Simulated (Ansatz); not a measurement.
# Geometry relaxation, with input and output: AlBNH₆OF (part 2 of 2)

The same run, continued: AlBNH₆OF; RKS PBE0/def2-SVP (Ansatz 0.2.0). It belongs to a series of runs on one base structure; here: end point A relaxed.

Geometry of the input (Å):
```
B  0.1676  0.2188  0.2158
N  -0.0326  -0.4347  1.5091
H  -0.9518  -0.6907  1.8492
H  0.7414  -0.8571  2.0050
H  1.2330  0.3856  -0.3042
F  -0.9736  0.5994  -0.4610
O  -0.3608  2.4784  1.3969
Al -1.7398  2.4440  0.3381
H  -3.1117  1.8434  0.8845
H  -1.6533  3.4205  -0.9049
H  -0.2471  1.7570  2.0532
```

```
1096 factors; integrals over basis functions are off by at most 8.3e-4 eV
mean field -13611.53781330 eV, -500.2147884071 hartree, gradient 1.4e-5 eV, S^2 0.000000; 1 other end points of the search recorded, 0 dependent functions left out
the calculation of the forces begins
reference -13611.53784658 eV, -500.2147896300 hartree; 24, 24 occupied and 80, 80 virtual orbitals, 1096 factors
Total energy: -13611.53784658 eV, -500.2147896300 hartree
Atom 0 at     0.257417     0.519530     0.898843 Å, force     0.003166    -0.020782     0.010314 eV/Å
Atom 1 at     0.579610    -0.507891     1.774649 Å, force    -0.001117     0.009787    -0.008173 eV/Å
Atom 2 at     0.097856    -0.720037     2.639687 Å, force     0.007340     0.003187    -0.012087 eV/Å
Atom 3 at     1.328906    -1.153371     1.562769 Å, force    -0.010926     0.010572     0.001093 eV/Å
Atom 4 at     0.846832     0.706372    -0.129470 Å, force    -0.003081     0.001126     0.008617 eV/Å
Atom 5 at    -2.315980     0.998634    -1.071530 Å, force     0.005912     0.011310     0.007682 eV/Å
Atom 6 at    -0.779055     1.426099     1.184010 Å, force     0.013824    -0.009936    -0.002869 eV/Å
Atom 7 at    -1.871458     2.373718    -0.194880 Å, force    -0.011083    -0.003601    -0.004224 eV/Å
Atom 8 at    -2.980346     2.903721     0.829642 Å, force     0.004289    -0.001949    -0.003181 eV/Å
Atom 9 at    -0.826300     3.328107    -0.918869 Å, force    -0.001213    -0.007856     0.005513 eV/Å
Atom 10 at    -1.266081     1.289517     2.006850 Å, force    -0.007111     0.008142    -0.002684 eV/Å
Dipole moment:     0.643104    -0.682483     1.090477 e Å
```

Trajectory as extended XYZ (Å, eV, eV/Å), 10 of the 42 frames kept, from step=1 to step=42:
```
11
Properties=species:S:1:pos:R:3:forces:R:3 step=1 energy=-13610.50919
B     0.1676    0.2188    0.2158   -0.3972  -0.9716   2.4446
N    -0.0326   -0.4347    1.5091    0.4278   0.8845  -2.3720
H    -0.9518   -0.6907    1.8492   -0.0143   0.0002   0.0014
H     0.7414   -0.8571    2.0050   -0.0238   0.0010  -0.0117
H     1.2330    0.3856   -0.3042    0.0084  -0.0213   0.0001
F    -0.9736    0.5994   -0.4610   -0.0199   0.0212  -0.0183
O    -0.3608    2.4784    1.3969    0.1634  -0.7858   0.5088
Al   -1.7398    2.4440    0.3381   -0.0275   0.0249   0.0296
H    -3.1117    1.8434    0.8845    0.0154  -0.0250  -0.0074
H    -1.6533    3.4205   -0.9049    0.0046  -0.0179  -0.0104
H    -0.2471    1.7570    2.0532   -0.1370   0.8898  -0.5647
11
Properties=species:S:1:pos:R:3:forces:R:3 step=6 energy=-13610.76341
B     0.1497    0.2175    0.3202    0.1329   0.0076   0.1889
N    -0.0242   -0.6742    1.3647    0.0182   0.0603  -0.0876
H    -0.9343   -0.9492    1.7115   -0.0181  -0.0145   0.0107
H     0.7594   -1.0661    1.8671    0.0101  -0.0221   0.0080
H     1.2041    0.5316   -0.1521   -0.0059  -0.0031  -0.0073
F    -1.0126    0.6260   -0.3445   -0.1485  -0.0012  -0.1021
O    -0.2933    2.5296    1.3166   -0.0061  -0.1127   0.0165
Al   -1.7078    2.4218    0.2968   -0.0240   0.0063   0.0047
H    -3.0656    1.9617    1.0017    0.0167   0.0098  -0.0137
H    -1.6634    3.2511   -1.0516    0.0065   0.0097   0.0103
H    -0.3406    2.3146    2.2513    0.0181   0.0599  -0.0284
11
Properties=species:S:1:pos:R:3:forces:R:3 step=10 energy=-13610.80599
B     0.1217    0.3210    0.4083    0.0638   0.3431   0.0549
N    -0.0131   -0.6744    1.3650   -0.0728  -0.1822   0.1555
H    -0.9102   -1.0283    1.6791    0.0951   0.0627  -0.0376
H     0.7840   -1.0725    1.8416   -0.0199   0.0190  -0.0284
H     1.1588    0.6793   -0.0750   -0.0215  -0.0966  -0.0426
F    -1.0774    0.6087   -0.3253   -0.0246  -0.0397  -0.0490
O    -0.2579    2.3040    1.2565    0.0107  -0.0495   0.6670
Al   -1.7107    2.3786    0.2638   -0.1985  -0.0378  -0.1658
H    -3.0889    2.0740    1.0166    0.0720   0.0311  -0.0189
H    -1.6239    3.2225   -1.0743   -0.0038   0.0324   0.0285
H    -0.3111    2.3514    2.2254    0.0995  -0.0825  -0.5635
11
Properties=species:S:1:pos:R:3:forces:R:3 step=15 energy=-13611.16014
B     0.1405    0.5729    0.5643   -0.0697   0.2353   0.1580
N     0.0111   -0.5107    1.4867    0.4267  -0.0602   0.2168
H    -0.8756   -0.8452    1.8389    0.0175   0.0270   0.0512
H     0.8093   -1.0881    1.7520   -0.4568   0.2251  -0.2837
H     1.1629    0.6653   -0.0873   -0.1738   0.0992   0.1156
F    -1.1160    0.6286   -0.4105    0.0220   0.1161   0.0061
O    -0.2696    2.0234    1.1804    0.1832  -0.4244  -0.1298
Al   -1.7696    2.2844    0.1325   -0.0920  -0.0451  -0.1498
H    -3.0831    2.1255    1.0237    0.0657  -0.0106  -0.0749
H    -1.5994    3.3430   -1.0392    0.0004  -0.0925   0.0869
H    -0.3391    1.9653    2.1403    0.0769  -0.0699   0.0036
11
Properties=species:S:1:pos:R:3:forces:R:3 step=19 energy=-13611.26212 accepted=F
B     0.2397    0.6404    0.7241   -0.1587   0.1206  -0.1338
N     0.0870   -0.4569    1.5772    0.1383  -0.3955   0.3253
H    -0.6852   -0.5831    2.2179   -0.0799   0.0760  -0.0394
H     0.5007   -1.3357    1.3021    0.0812  -0.0749   0.0546
H     1.1433    0.6978   -0.0556    0.2791   0.0180  -0.0386
F    -1.0967    0.6522   -0.5325   -0.3726   0.3510  -0.0116
O    -0.2869    1.9333    1.2245   -0.2957   0.2751  -1.4094
Al   -1.7983    2.1902    0.0549    0.2604  -0.4725  -0.2624
H    -3.1384    1.9723    0.8801    0.0458   0.0483   0.0970
H    -1.5700    3.3758   -0.9625    0.0089   0.0841   0.0264
H    -0.3239    2.0780    2.1515    0.0930  -0.0302   1.3918
11
Properties=species:S:1:pos:R:3:forces:R:3 step=24 energy=-13611.40141
B     0.3090    0.6464    0.8110    0.3726  -0.1986   0.0750
N     0.1749   -0.4780    1.6190   -0.1753  -0.0117   0.0831
H    -0.5787   -0.5879    2.2936    0.1853  -0.0439  -0.1458
H     0.6284   -1.3465    1.3666   -0.0112   0.0269   0.0616
H     1.1368    0.7336   -0.0532   -0.0774  -0.0746  -0.0624
F    -1.3848    0.6537   -0.7383   -0.1685   0.2620   0.0647
O    -0.3407    1.8604    1.2045   -0.0844   0.3549   0.0789
Al   -1.8237    2.1825   -0.0573    0.0804  -0.2651  -0.1120
H    -3.0651    2.1275    0.9493    0.0224   0.0513  -0.0412
H    -1.4635    3.4358   -0.9628   -0.0355  -0.0096   0.0341
H    -0.5213    1.9369    2.1493   -0.1084  -0.0917  -0.0360
11
Properties=species:S:1:pos:R:3:forces:R:3 step=28 energy=-13611.50061
B     0.3640    0.6118    0.8866   -0.3117   0.2218   0.0287
N     0.3538   -0.5220    1.6817    0.0976  -0.2299   0.1228
H    -0.3060   -0.7081    2.4307    0.0757   0.0554  -0.0991
H     0.9578   -1.3138    1.4817   -0.0977   0.1891   0.0075
H     1.0943    0.7501   -0.0530   -0.0081   0.0066  -0.0233
F    -1.8888    0.7403   -0.9096   -0.0079   0.1936   0.0850
O    -0.5014    1.7090    1.1870    0.2562  -0.2794   0.3262
Al   -1.8606    2.2641   -0.1465   -0.0267  -0.0269  -0.0819
H    -3.0148    2.5125    0.9444    0.0199  -0.0104  -0.0906
H    -1.2103    3.4544   -0.9862   -0.0484  -0.1020   0.0165
H    -0.9166    1.6660    2.0649    0.0512  -0.0178  -0.2917
11
Properties=species:S:1:pos:R:3:forces:R:3 step=33 energy=-13611.53499
B     0.2915    0.5843    0.9101   -0.0044  -0.0471  -0.0132
N     0.4929   -0.5231    1.7211    0.0254   0.0041  -0.0300
H    -0.0463   -0.7592    2.5444   -0.0077   0.0082   0.0067
H     1.1758   -1.2268    1.4735    0.0016   0.0135   0.0059
H     0.9258    0.7837   -0.0894   -0.0123  -0.0005   0.0260
F    -2.1305    0.8378   -0.9356    0.0018   0.0464   0.0144
O    -0.6666    1.5651    1.2356    0.0439   0.0364  -0.0420
Al   -1.8555    2.3277   -0.1744   -0.0404  -0.0138  -0.0329
H    -3.0158    2.8002    0.8226    0.0192  -0.0178  -0.0078
H    -0.9415    3.3456   -0.9804    0.0116  -0.0075  -0.0061
H    -1.1584    1.4292    2.0542   -0.0387  -0.0219   0.0790
11
Properties=species:S:1:pos:R:3:forces:R:3 step=37 energy=-13611.53696
B     0.2730    0.5642    0.9109    0.0008   0.0000   0.0096
N     0.5317   -0.5198    1.7359    0.0149  -0.0200   0.0119
H     0.0234   -0.7576    2.5785   -0.0046   0.0064  -0.0072
H     1.2495   -1.1911    1.4974   -0.0050   0.0092   0.0006
H     0.8890    0.7755   -0.0964   -0.0036  -0.0015  -0.0049
F    -2.2226    0.8945   -0.9779    0.0064   0.0258   0.0113
O    -0.7212    1.5090    1.2283   -0.0146   0.0072  -0.0054
Al   -1.8606    2.3460   -0.1848   -0.0189  -0.0146  -0.0055
H    -2.9985    2.8683    0.8110    0.0051  -0.0075  -0.0028
H    -0.8720    3.3145   -0.9635    0.0069   0.0012  -0.0045
H    -1.2202    1.3609    2.0422    0.0126  -0.0062  -0.0031
11
Properties=species:S:1:pos:R:3:forces:R:3 step=42 energy=-13611.53781
B     0.2574    0.5195    0.8988    0.0032  -0.0208   0.0103
N     0.5796   -0.5079    1.7746   -0.0011   0.0098  -0.0082
H     0.0979   -0.7200    2.6397    0.0073   0.0032  -0.0121
H     1.3289   -1.1534    1.5628   -0.0109   0.0106   0.0011
H     0.8468    0.7064   -0.1295   -0.0031   0.0011   0.0086
F    -2.3160    0.9986   -1.0715    0.0059   0.0113   0.0077
O    -0.7791    1.4261    1.1840    0.0138  -0.0099  -0.0029
Al   -1.8715    2.3737   -0.1949   -0.0111  -0.0036  -0.0042
H    -2.9803    2.9037    0.8296    0.0043  -0.0019  -0.0032
H    -0.8263    3.3281   -0.9189   -0.0012  -0.0079   0.0055
H    -1.2661    1.2895    2.0069   -0.0071   0.0081  -0.0027
```

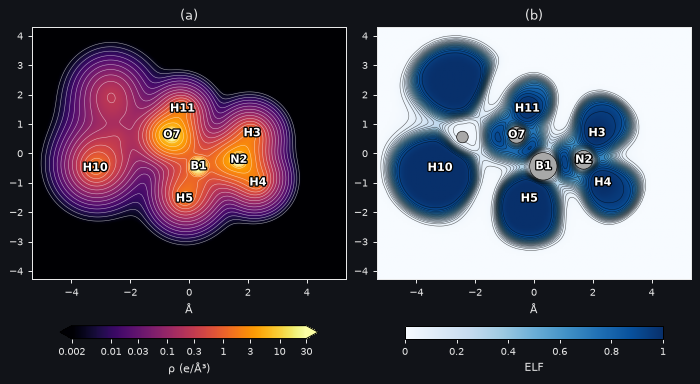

*(a) total electron density; (b) electron localisation function on the plane of atoms B1, N2 and H4. Grey discs, where drawn, cover atomic cores.*

B–H (1.20 Å): ρ at the midpoint is about 1.2 e/Å³; the ELF climbs to about 1 towards the hydrogen; a covalent bond by its length.

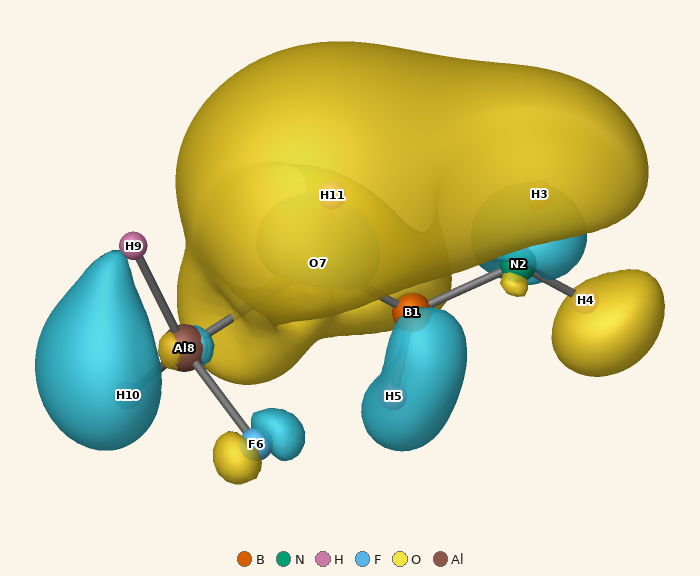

*One frontier orbital at ±0.08 Å⁻³ᐟ² (yellow and cyan are the two phases), seen at a tilt.*

The LUMO, at 0.35 eV. Its weight (Hirshfeld) is mainly on H11 (25 %), Al8 (15 %), O7 (15 %), B1 (15 %) and H3 (10 %).

Key numbers:

```tsv
quantity	value
outcome	converged
total energy	−13611.5378 eV
mean-field energy	−13611.5378 eV
largest force (length of the vector) at the end	0.023 eV/Å
wall time	56 s (CPU time 1.8 min)
peak memory	0.24 GiB
```
